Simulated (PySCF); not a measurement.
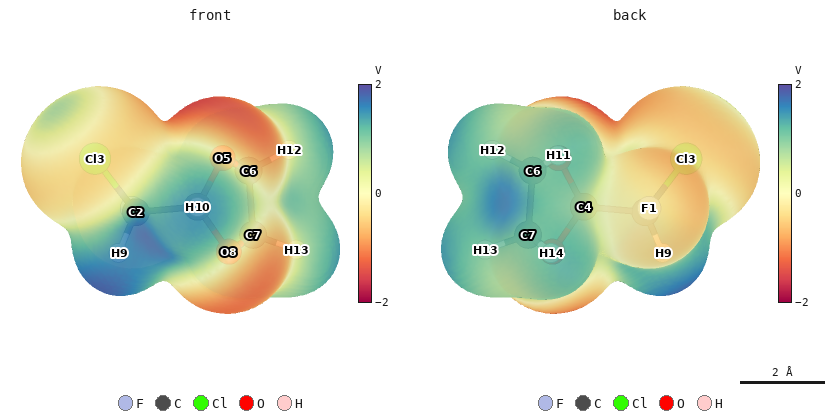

Figure. C$_{4}$H$_{6}$ClFO$_{2}$. The molecular electrostatic potential painted on the density surface at 0.004 e/bohr³, seen from the front and from behind; red is negative and blue positive.

Geometry: GFN2-xTB.

These are results of PBE0/def2-SVPD, SCF density, gas phase (PySCF 2.14.0), not measurements.

Input file:

```
{"job": {"kind": "uv", "xc": "PBE0", "basis": "def2-SVPD", "nstates": 8, "ntriplets": 3}, "charge": 0, "multiplicity": 1}
F      0.992639    -0.533407     1.568613
C      1.662060    -0.343960     0.400823
Cl     2.922111     0.873108     0.660121
C      0.696428     0.124897    -0.721875
O     -0.019763     1.262041    -0.374881
C     -1.233048     0.831499     0.223515
C     -1.378384    -0.637043    -0.223426
O     -0.224825    -0.880518    -1.017087
H      2.133253    -1.296635     0.134164
H      1.303785     0.334262    -1.612170
H     -1.172974     0.916945     1.312999
H     -2.029614     1.475130    -0.152876
H     -2.253062    -0.808047    -0.852791
H     -1.399284    -1.318745     0.632706
```

Launched as:

```sh
OMP_NUM_THREADS=1 python probes_run.py task.json out
```

Q: Describe the electrostatic potential map.

A: The most negative region (about −1.4 V) lies over O5, the most positive (about +1.8 V) over C2 and H9. Cl3 shows a σ-hole: about +0.8 V at the tip opposite its bond, against about −0.5 V on its flanks. O5 is the likeliest acceptor of a hydrogen bond.

Q: How polar is the molecule by this calculation?

A: Its dipole moment is 2.04 D.
